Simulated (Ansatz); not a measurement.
# Two runs on CCl₂GaN

System: CCl₂GaN, SMILES N#[C][Ga]([Cl])[Cl].
Method of run A: RKS PBE0-D4/def2-TZVPP (Ansatz 0.2.0).

The geometry comes from this level: PBE0-D4/def2-TZVP. Text and figures count atoms from 1; the logs count them from 0 in places.

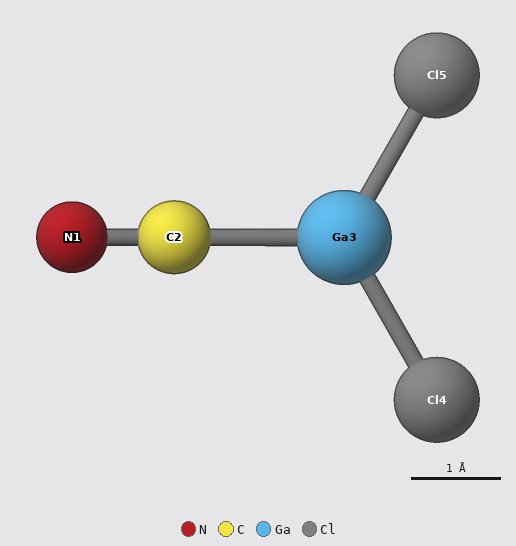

**Figure 1.** The structure as given in the input (ball-and-stick view, seen on its broad side; atoms are numbered from 1 in the order of the input). Sticks mark near contacts. Bond lengths as drawn: Cl–Ga 2.11 Å, C–Ga 1.92 Å and C–N 1.15 Å.

## Input, run A
```yaml
crystal:
  periodic: [false, false, false]
  atoms:
    - {symbol: N, position_ang: [0.909640, -1.318096, 1.914048]}
    - {symbol: C, position_ang: [0.493474, -0.715037, 1.025177]}
    - {symbol: Ga, position_ang: [-0.199427, 0.288682, -0.455699]}
    - {symbol: Cl, position_ang: [-1.735452, -0.526194, -1.643171]}
    - {symbol: Cl, position_ang: [0.581666, 2.197045, -0.881755]}
basis:
  gaussian: {orbitals: def2-TZVPP}
hamiltonian: {xc: pbe0, dispersion: d4}
output: {orbitals: {seedname: orbitals}}
```

Hardware: 2 CPU threads, shared host.

## Output (run A)
```
Functional definition: PBE0
  parameter a = 0.25
  parameter kappa = 0.804
  parameter beta = 0.06672455060314922
  exchange = (1 - a)*pbe_x(kappa = kappa, mu = beta*pi^2/3) + a*exact_x
  correlation = pbe_c(beta = beta)
1398 factors; their error is unknown
mean field evaluation 1: about -79930.9434 eV, gradient 5.2e1 eV
mean field evaluation 2: about -79917.3210 eV, gradient 9.4e1 eV
mean field evaluation 4: about -79936.1011 eV, gradient 7.5e0 eV
mean field evaluation 8: about -79936.1905 eV, gradient 1.3e-1 eV
mean field evaluation 16: about -79936.4502 eV, gradient 2.0e-4 eV
mean field -79936.45015992 eV, -2937.6103605052 hartree, gradient 2.1e-5 eV, S^2 0.000000; 0 other end points of the search recorded, 0 dependent functions left out
reference -79936.45018759 eV, -2937.6103615219 hartree; 39, 39 occupied and 155, 155 virtual orbitals, 1398 factors
Total energy: -79936.59248652 eV, -2937.6155909113 hartree
```

For run B the input was changed thus:
```diff
-  gaussian: {orbitals: def2-TZVPP}
+  gaussian: {orbitals: def2-SVP}
```

What does this change do to the results?

The total energy of run B is 420.4 kcal/mol higher, which measures the change of basis and not a stability. The HOMO goes from −9.84 to −9.71 eV. The LUMO goes from −2.60 to −2.47 eV. The basis functions go from 194 to 96.

## Output (run B)
```
Functional definition: PBE0
  parameter a = 0.25
  parameter kappa = 0.804
  parameter beta = 0.06672455060314922
  exchange = (1 - a)*pbe_x(kappa = kappa, mu = beta*pi^2/3) + a*exact_x
  correlation = pbe_c(beta = beta)
923 factors; integrals over basis functions are off by at most 5.1e-4 eV
mean field evaluation 1: about -79914.0339 eV, gradient 4.3e1 eV
mean field evaluation 2: about -79904.3101 eV, gradient 7.8e1 eV
mean field evaluation 4: about -79918.1038 eV, gradient 4.4e0 eV
mean field evaluation 8: about -79918.2189 eV, gradient 2.6e-1 eV
mean field evaluation 16: about -79918.2191 eV, gradient 1.8e-5 eV
mean field -79918.21910411 eV, -2936.9403815614 hartree, gradient 1.9e-5 eV, S^2 0.000000; 0 other end points of the search recorded, 0 dependent functions left out
reference -79918.21912916 eV, -2936.9403824820 hartree; 39, 39 occupied and 57, 57 virtual orbitals, 923 factors
Total energy: -79918.36142809 eV, -2936.9456118714 hartree
```

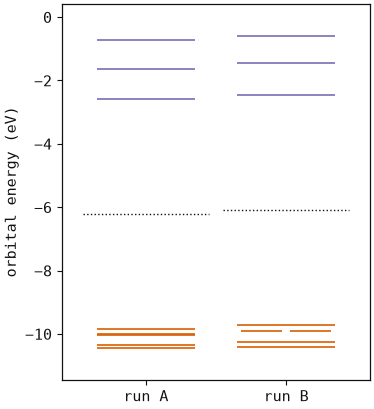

**Figure 2.** The five highest filled and three lowest empty orbital energies of the two runs; the dotted lines part filled from empty levels. The HOMO–LUMO gap is 7.24 eV in run A and 7.24 eV in run B.

## The two runs side by side

| quantity | run A | run B |
| --- | --- | --- |
| outcome | converged | converged |
| total energy (hartree) | −2937.615591 | −2936.945612 |
| HOMO (eV) | −9.84 | −9.71 |
| LUMO (eV) | −2.60 | −2.47 |
| basis functions | 194 | 96 |
| wall time (shared host) | 3.4 s | 1.9 s |
